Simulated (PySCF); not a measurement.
C6H11PSi2

```xyz
20

C    -4.5504   -2.5580   -1.4279
C    -3.6603   -1.5683   -0.8777
C    -2.9115   -0.7391   -0.4172
C    -2.0642    0.1877    0.0943
C    -1.3083    1.0165    0.5609
Si   -0.1098    2.2487    1.2110
P     1.7088    2.1296   -0.0929
Si    2.5555    0.1477    0.5013
C     4.3242    0.0417   -0.1829
H    -5.5864   -2.2866   -1.2223
H    -4.3457   -3.5321   -0.9826
H    -4.4107   -2.6273   -2.5073
H     0.1634    1.9267    2.6199
H    -0.6446    3.6095    1.0827
H     2.5025    2.8767    0.7554
H     1.6884   -0.8703   -0.0986
H     2.5812   -0.0530    1.9589
H     4.7725   -0.9205    0.0446
H     4.3293    0.1663   -1.2625
H     4.9609    0.8145    0.2399
```

Geometry: GFN2-xTB.

Method: PBE0/pcSseg-1, SCF density, gas phase, non-relativistic (PySCF 2.14.0).

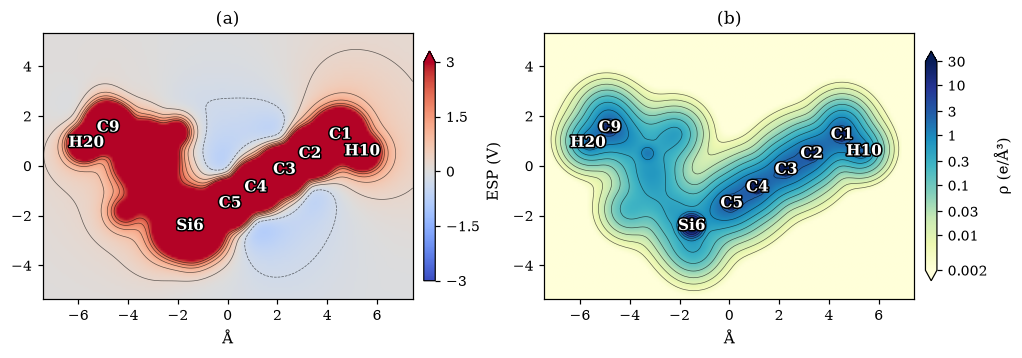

Figure 1. (a) electrostatic potential; (b) total electron density on the plane of atoms C2, C1 and H10.

What does the map show?

Atoms in the plane: C, Si and H. C–C (1.21 Å): ρ is about 2.7 e/Å³ halfway. C–Si (1.84 Å): ρ is about 0.93 e/Å³ halfway. C–H (1.09 Å): the density is about 2 e/Å³ at the midpoint. C–C (1.36 Å): ρ at the midpoint is about 2.1 e/Å³. Outside the dense part of the molecule the potential is most negative (−0.8 V) near C5.

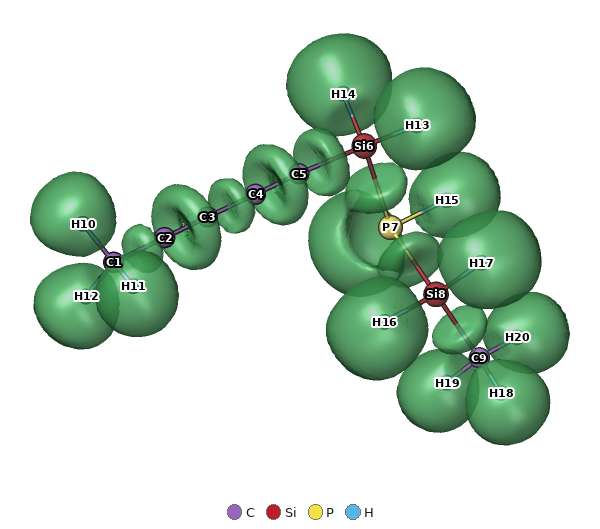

Figure 2. Isosurface of the electron localisation function at 0.8 (green), seen at a tilt. Core shells and regions of very low density are left out.

What do the ELF domains correspond to?

The surface consists of four regions between bonded C–C atoms (shared pairs), two regions between bonded C–Si atoms (shared pairs), eleven regions around hydrogen nuclei and one region on P in which the atom's valence shell and bonds are merged. Along the contacts the grid gives the following. C–C (1.21 Å): the ELF peaks at about 0.85 between the atoms; a multiple bond. C–Si (1.84 Å): the ELF peaks at about 0.95 between the atoms; localised, covalent bonding.

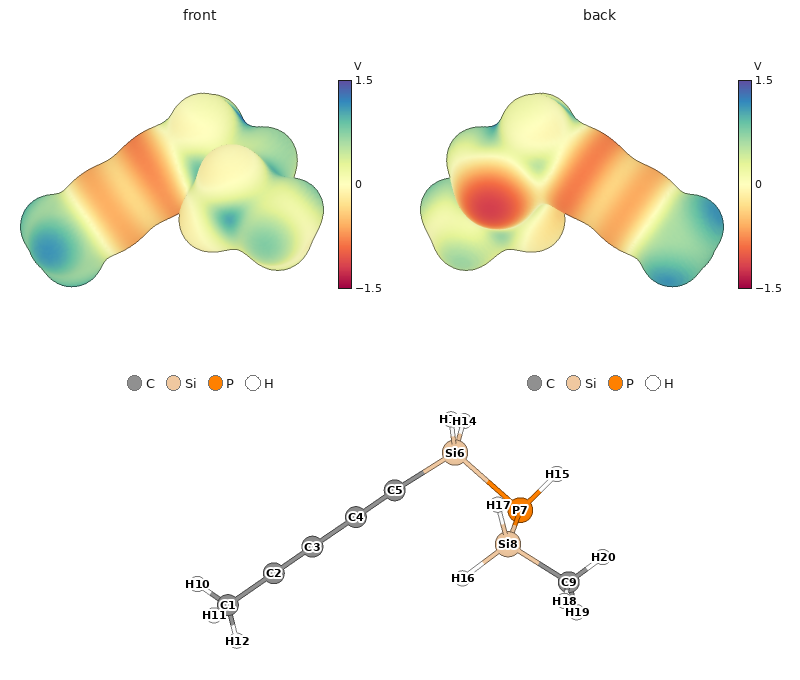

Figure 3. The molecular electrostatic potential painted on the density surface at 0.002 e/bohr³, seen from the front and from behind; the colour scale runs from red (negative) to blue (positive). The bare structure is drawn below in the same view.

Where is the surface potential most negative and most positive?

The most negative region (about −1.1 V) lies over P7, the most positive (about +1.2 V) over Si6, H10, H11 and H12.
